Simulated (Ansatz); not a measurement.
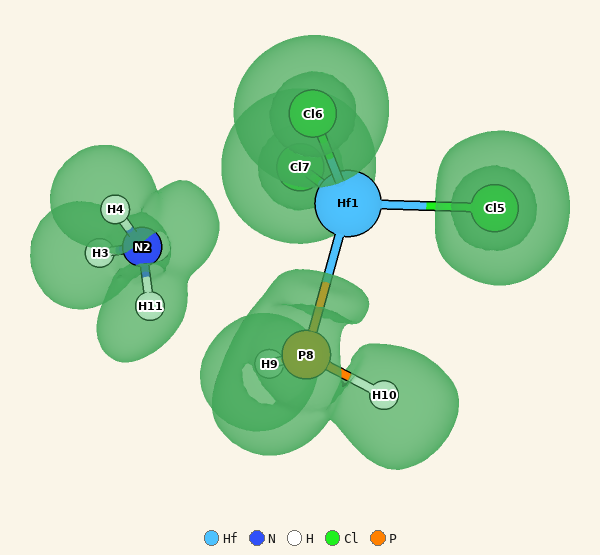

The picture shows: Cl$_{3}$H$_{2}$HfP···NH$_{3}$. Isosurface of the electron localisation function at 0.75 (green), seen across its widest extent. Core shells and regions of very low density are left out.

Core potentials replace the inner electrons of Hf; not at a stationary point (largest force 0.7 eV/Å).

Level of theory: RKS PBE-D4/def2-SVP (Ansatz).

The calculation's input:

```
crystal:
  periodic: [false, false, false]
  atoms:
    - { symbol: Hf, position_ang: [0.0, 0.0, 0.0] }
    - { symbol: "N", position_ang: [0.0, 0.0, 2.56] }
    - { symbol: H, position_ang: [-0.877, -0.2713, 3.09] }
    - { symbol: H, position_ang: [0.877, 0.2713, 3.09] }
    - { symbol: Cl, position_ang: [2.3764, 0.0, -0.8392] }
    - { symbol: Cl, position_ang: [-1.1869, 2.0563, -0.8392] }
    - { symbol: Cl, position_ang: [-1.1869, -2.0563, -0.8392] }
    - { symbol: P, position_ang: [1.4979, -2.2747, 0.905] }
    - { symbol: H, position_ang: [0.7017, -3.4444, 0.7861] }
    - { symbol: H, position_ang: [2.6682, -2.4171, 0.1133] }
    - { symbol: H, position_ang: [0.7719, -1.1722, 2.2336] }
basis:
  gaussian: { orbitals: def2-SVP }
hamiltonian:
  xc: pbe
  dispersion: d4
relax:
  f_tol: 0.15
  max_steps: 25
  restrain:
    - { distance: [0, 7], at: 2.57, k: 30.0 }
    - { distance: [10, 1], at: 1.06, k: 30.0 }
    - { distance: [0, 1], at: 3.41, k: 30.0 }
    - { distance: [10, 7], at: 2.62, k: 30.0 }
output:
  orbitals: {}
```

Run with:

```sh
ansatz run input.yaml --threads 4 --pin off --max-ram 5120MiB --backend cpu --events-out ev --progress --plain --runs-dir out
```

The fields are those of the run's last geometry, not of the input's.

> Identify the bonds, lone pairs and shells in this picture.

The surface consists of three regions wrapped around Cl (the valence shell of each), one joined region spread over several atoms (H, N), in which their bonds and any lone pairs are merged and one joined region spread over several atoms (H, P), in which their bonds and any lone pairs are merged.

Values along the shortest contacts:
Hf1···N2 (3.39 Å): the ELF dips to about 0 between them. Hf–Cl (2.34 Å): the ELF peaks at about 0.85 in the valence shell of Cl, 0.8 Å from its nucleus, and is about 0.35 at the midpoint.
